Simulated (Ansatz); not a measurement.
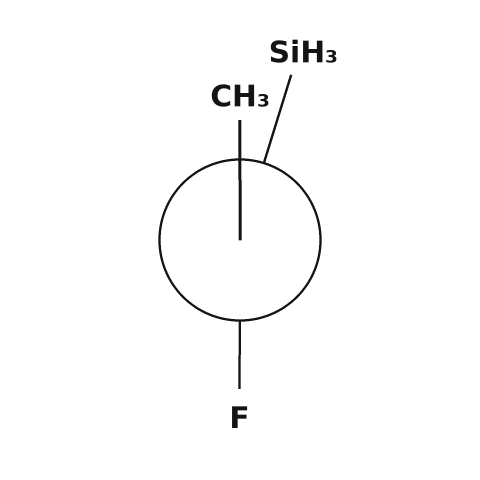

A Newman projection along the S–B bond, sulfur in front; angles are drawn as computed, but eclipsed bonds slightly apart. The computed structure is the end point of a PBE-D4/def2-SVP optimisation. No frequency run is at hand to confirm it as a minimum.

> Which molecule is it?

CH6BFSSi, CSB(F)[SiH3]

> What is the torsion angle from the front CH3 to the back SiH3? The sign is positive where the front bond must turn clockwise to cover the back bond.

0°, synperiplanar (eclipsed).
